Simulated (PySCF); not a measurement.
# RuO₂F: structure of the quartet

The task is one start of a wider search on RuO₂F: the quartet, from a T-shaped (ligand arrangement 1) start. It is relaxed, tested by its Hessian and followed downhill if it is a saddle.

Program: PySCF 2.14.0. Level of theory: PBE0, basis Ru def2-TZVP with ECP28, O def2-TZVP, F def2-TZVP, scalar-relativistic core potentials, no spin–orbit coupling, density fitting. These are calculated values, not measurements.

**1. The starting structure**

4 atoms, charge 0, spin multiplicity 4.

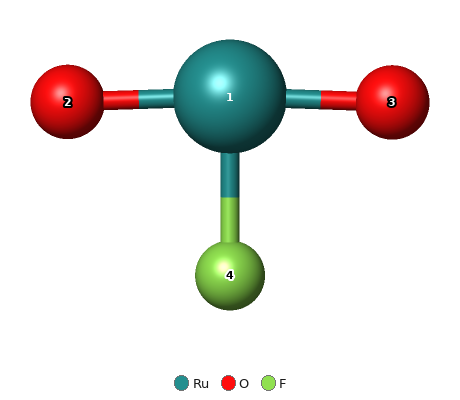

The starting geometry (ruthenium teal, oxygen red, fluorine green); atoms are numbered from 1 in the order of the file.

```xyz
4
charge 0 multiplicity 4
Ru    0.0000    0.0000    0.0000
O     1.7090    0.0000    0.0597
O    -1.7090    0.0000    0.0597
F     0.0000    0.0000    1.8900
```

**2. First SCF at the start**

One driver script runs all steps and calls PySCF; scf.py shows how it sets up the SCF of each step. The optimiser is the driver's own. After this first run the driver tries any further starts and a stability analysis.

The input, scf.py:

```python
from pyscf import gto, scf, dft
mol = gto.M(atom='''
Ru     0.000000     0.000000     0.000000
O      1.709000     0.000000     0.059700
O     -1.709000     0.000000     0.059700
F      0.000000     0.000000     1.890000''',
    basis={'Ru': 'def2-TZVP', 'O': 'def2-TZVP', 'F': 'def2-TZVP'},
    ecp={'Ru': 'def2-TZVP'},
    charge=0, spin=3)
mf = dft.UKS(mol, xc='PBE0')
mf.grids.atom_grid = (50, 194)
aux = {'Ru': 'def2-universal-JKFIT', 'O': 'def2-universal-JKFIT', 'F': 'def2-universal-JKFIT'}
mf = mf.density_fit(auxbasis=aux)
mf.conv_tol = 1e-08
mf.diis_space = 10
mf.max_cycle = 60
mf.init_guess = 'minao'
mf.verbose = 4
mf.kernel()
```

The run is started by

```bash
$ OMP_NUM_THREADS=4 python axn.py task.json out
```

The runs that follow: T-shaped (ligand arrangement 1) start, quartet: relaxation; Hessian and properties.

Before running it: what results should come out? Wanted: minimum; geometry; wavenumbers; dipole moment; highest occupied, lowest empty level; polar-tensor charge of Ru1; zero-point energy; atomisation energy; ⟨S²⟩.

The runs gave:

| quantity | value |
| --- | --- |
| minimum | quartet, C2v |
| geometry | Ru–F 1.845 Å, Ru–O 1.680 Å (×2); F–Ru–O 123.7° (×2), O–Ru–O 112.6° |
| wavenumbers (cm⁻¹) | 171 (b1), 200 (b2), 326 (a1), 680 (a1), 923 (b2), 1000 (a1) |
| dipole moment | 0.38 D |
| highest occupied, lowest empty level (either spin) | -8.29, -5.03 eV |
| polar-tensor charge of Ru1 | +1.65 e |
| zero-point energy | 19.7 kJ/mol |
| entropy at 298.15 K | 309.6 J/(mol K) |
| atomisation energy (no zero-point energy) | 1312 kJ/mol |
| ⟨S²⟩ | 3.761 |

In words: The T-shaped (ligand arrangement 1) start keeps its C2v symmetry and ends in a minimum. In the infrared the band at 923 cm⁻¹ (b2, stretch) leads. Most of the spin sits on Ru1 (Mulliken spin 1.99, against 3 for the whole molecule). Only this shape and spin were tried, so other structures or states may lie lower. One determinant may miss the lowest occupation of an open d or f shell.
